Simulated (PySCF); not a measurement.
```yaml
atoms:
  - { symbol: N, position_ang: [2.4854, -0.8649, -0.1025] }
  - { symbol: Si, position_ang: [1.6743, 0.2511, 0.9366] }
  - { symbol: Si, position_ang: [0.0065, 1.1997, -0.3582] }
  - { symbol: C, position_ang: [-1.2952, -0.0936, -0.9351] }
  - { symbol: C, position_ang: [-2.1603, -0.5200, 0.2018] }
  - { symbol: F, position_ang: [-3.0906, -1.4339, -0.1456] }
  - { symbol: F, position_ang: [-1.4648, -1.0790, 1.2117] }
  - { symbol: F, position_ang: [-2.8427, 0.5020, 0.7505] }
  - { symbol: H, position_ang: [2.7965, -0.5621, -1.0119] }
  - { symbol: H, position_ang: [3.1672, -1.4931, 0.2924] }
  - { symbol: H, position_ang: [1.2524, -0.5719, 2.0688] }
  - { symbol: H, position_ang: [2.5414, 1.3226, 1.4705] }
  - { symbol: H, position_ang: [-0.7636, 2.2627, 0.2944] }
  - { symbol: H, position_ang: [0.4518, 1.7635, -1.6456] }
  - { symbol: H, position_ang: [-0.8144, -0.9849, -1.3349] }
  - { symbol: H, position_ang: [-1.9514, 0.3107, -1.7043] }
```

Geometry: GFN2-xTB.

Theory: B3LYP/def2-SVPD, SCF density, gas phase in PySCF.

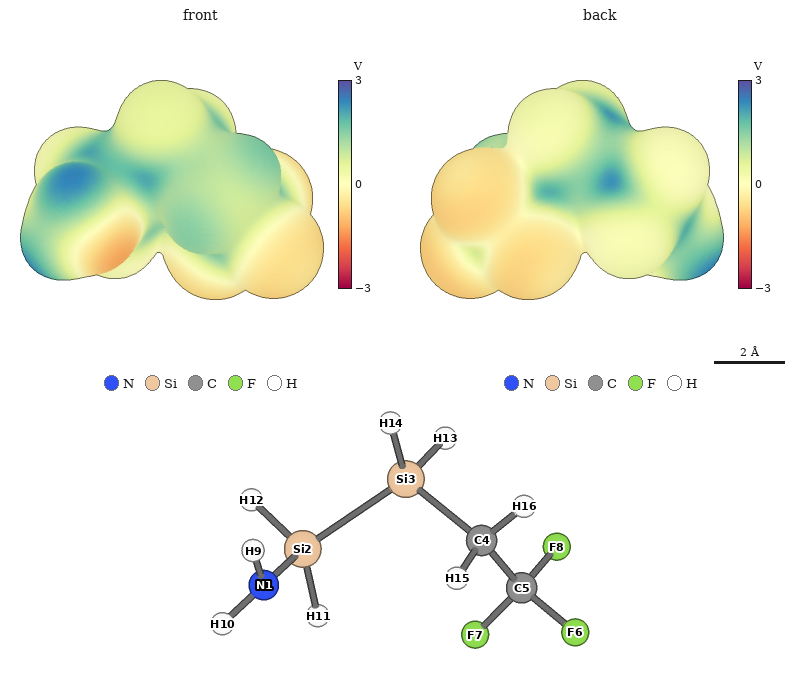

C₂H₈F₃NSi₂. The electrostatic potential painted on the density surface at 0.004 e/bohr³, seen from the front and from behind; red is negative and blue positive. The bare structure is drawn below in the same view.

Describe the electrostatic potential map.

The most negative region (about −1.2 V) lies over N1, the most positive (about +2.3 V) over H9 and H10. N1 is the likeliest acceptor of a hydrogen bond.
